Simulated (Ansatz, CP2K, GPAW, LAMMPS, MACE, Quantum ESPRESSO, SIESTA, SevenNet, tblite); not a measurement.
## Amorphous 43Bi2O3-57BaO (mol %) (99 atoms): runs against a plane-wave reference

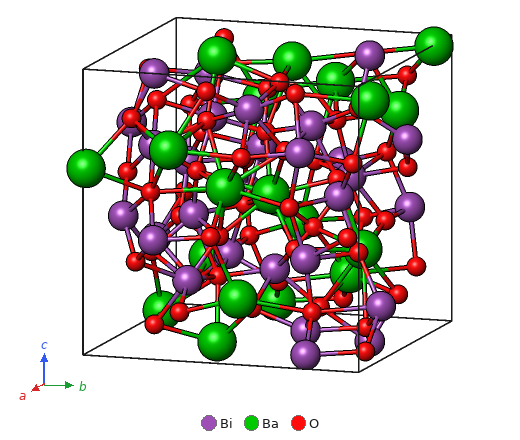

The cell (bismuth purple, barium green, oxygen red). Some periodic images of atoms are drawn too.

Density of this cell: 9.49 g/cm³. The cell holds 99 atoms: 26 Bi, 17 Ba and 56 O. Its edges and angles: a = 11.487 Å, b = 11.487 Å, c = 11.487 Å, α = 90.0°, β = 90.0°, γ = 90.0°. 99 atoms (26 Gd, 17 Ba, 56 O) placed at random at 8.51 g/cm³, melted at 5000 K for 10 ps at fixed volume with the Morse and Coulomb pair potential with partial charges (Pedone, Malavasi, Menziani, Cormack and Segre, J. Phys. Chem. B 110, 11780 (2006)). Quenched from 5000 K to 300 K at 50 K/ps and fixed volume, held 5 ps, then minimised at fixed cell. Then Gd was replaced by Bi and the cell scaled by 1.02 (the potential has no terms for the new elements, so the cell is a start for a DFT relaxation).

Geometry: as built.

The reference, a calculation:

| Property | Result |
| --- | --- |
| method | Kohn-Sham DFT, PBE, PAW, plane waves (Ansatz 0.2.0); cutoff 420 eV, Γ point, fermi-dirac smearing of 0.05 eV; PAW set soft_2 |
| r.m.s. force component | 0.6986 eV/Å |
| longest force | 2.338 eV/Å |
| pressure | 21.02 GPa |
| gap (highest filled to lowest empty level) | 1.234 eV |
| SCF cycles | 8 |
| time | 17 s on 8 threads of Arm Neoverse V2, shared host |
| CPU time | 1.9 min |

Q: Estimate the differences from the reference, the CPU time and the memory of each run.
- GPAW PBE, LCAO dzp, h 0.18 Å (GPAW 26.7.0; 2 MPI ranks)
- GPAW PBE, LCAO szp(dzp), h 0.18 Å (GPAW 26.7.0; 1 thread)
- CP2K PBE, DZVP-UZH, 600/50 Ry, diagonalisation (CP2K 2026.2; 4 MPI ranks)
- QE PBE, sssp-1.3.0-efficiency, 60/480 Ry (Quantum ESPRESSO 7.5; 4 MPI ranks)
- SevenNet 0 potential (SevenNet 0; 1 thread)
- GPAW PBE, LCAO sz(dzp), h 0.18 Å (GPAW 26.7.0; 1 thread)
- MACE MP-0b3 medium potential (MACE MP-0b3 medium; 1 thread)
- CP2K PBE, SZV-MOLOPT-SR, 600/50 Ry, diagonalisation (CP2K 2026.2; 2 threads)
- MACE MP-0b2 small potential (MACE MP-0b2 small; 1 thread)
- GPAW PBE, LCAO dzp, h 0.15 Å (GPAW 26.7.0; 2 MPI ranks)

Differences are against the plane-wave reference, forces as r.m.s. over components; share is that over the reference's r.m.s. force, slope the least-squares factor from reference forces to these. Total energies of different programs have different zeros and aren't compared.

```
                                                         run  Δ force, r.m.s. (meV/Å)  share (%)  slope  Δ pressure (GPa)  Δ gap (eV)  cores  CPU time  memory (GiB)
                                                   reference                        -          -      -                 -           -      8   1.9 min           2.4
                                GPAW PBE, LCAO dzp, h 0.18 Å                      109       15.7  1.102                 -     -0.0388      2    12 min           3.4
                  GPAW PBE, LCAO szp(dzp), h 0.18 Å (coarse)                      177       25.4  1.162                 -      -0.131      1   7.4 min           2.6
              CP2K PBE, DZVP-UZH, 600/50 Ry, diagonalisation                     97.4       13.9  1.070              4.84     -0.0787      4   9.8 min           8.1
                    QE PBE, sssp-1.3.0-efficiency, 60/480 Ry                     25.2       3.61  0.995             0.208      0.0015      4    37 min           5.4
                                        SevenNet 0 potential                      189       27.0  0.910             -1.36           -      1     6.8 s           0.9
                   GPAW PBE, LCAO sz(dzp), h 0.18 Å (coarse)                      244       35.0  1.233                 -      -0.216      1   3.6 min           2.2
                                MACE MP-0b3 medium potential                      172       24.7  0.884            -0.466           -      1     7.2 s           1.0
CP2K PBE, SZV-MOLOPT-SR, 600/50 Ry, diagonalisation (coarse)                      706        101  1.611              24.8      -0.558      2     5 min           4.0
                                 MACE MP-0b2 small potential                      196       28.1  0.872             0.706           -      1     5.5 s          0.64
                                GPAW PBE, LCAO dzp, h 0.15 Å                      108       15.5  1.105                 -     -0.0374      2    18 min           4.9
```

Rows marked coarse were listed beforehand as settings not expected to be converged; some can still land near the reference.

Times of the machine-learned potentials are mostly Python's start and the loading of weights.

CPU time is summed over cores on a shared host, where runs went side by side, so it is rough. Symmetry, cutoffs, thresholds, outputs and thread counts weren't matched or tuned between programs; memory under MPI is the largest rank's times the ranks.

PBE on plane waves or a grid with other potentials, cutoffs or grids, coarse settings apart, differs from the reference by 3.6 % (QE PBE, sssp-1.3.0-efficiency, 60/480 Ry) of the r.m.s. force; this holds the reference's own error, so differences of a few per cent don't tell which side is nearer the exact PBE result (QE's 60 Ry are 816 eV, against the reference's 420 eV). The PBE runs in local orbitals, coarse settings apart, differ by 14 % (CP2K PBE, DZVP-UZH, 600/50 Ry, diagonalisation) to 16 % (GPAW PBE, LCAO dzp, h 0.18 Å); basis, grid and potentials can all enter. Machine-learned potentials differ by 25 % (MACE MP-0b3 medium potential) to 28 % (MACE MP-0b2 small potential); they were trained on other programs' data. Runs with settings chosen to be coarse differ by 25 % (GPAW PBE, LCAO szp(dzp), h 0.18 Å) to 101 % (CP2K PBE, SZV-MOLOPT-SR, 600/50 Ry, diagonalisation), their programs' other errors included. Machine-learned potentials mimic data converged in k, so the reference's own k-point error enters their differences. The network of bonds at the start is that of the classical potential that made the cell, and needn't be the one that DFT or experiment would give. The electronic-structure runs sample only Γ, in a cell whose shortest periodic width is 11 Å.

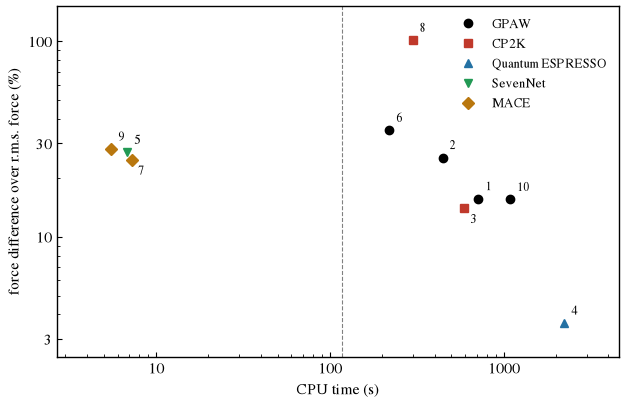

Force difference against CPU time; the dashed line marks the reference's time. Points: 1 GPAW PBE, LCAO dzp, h 0.18 Å; 2 GPAW PBE, LCAO szp(dzp), h 0.18 Å; 3 CP2K PBE, DZVP-UZH, 600/50 Ry, diagonalisation; 4 QE PBE, sssp-1.3.0-efficiency, 60/480 Ry; 5 SevenNet 0 potential; 6 GPAW PBE, LCAO sz(dzp), h 0.18 Å; 7 MACE MP-0b3 medium potential; 8 CP2K PBE, SZV-MOLOPT-SR, 600/50 Ry, diagonalisation; 9 MACE MP-0b2 small potential; 10 GPAW PBE, LCAO dzp, h 0.15 Å.

[Logs are printed without paths, hosts, clocks, repeated set-up lines and the standing remarks that a program may print on its own settings, such as how far it seeks lower states.]

[Hosts, paths, dates, database ids (printed as entryN), source tags and the programs' standing remarks are cut or masked in the printed files.]
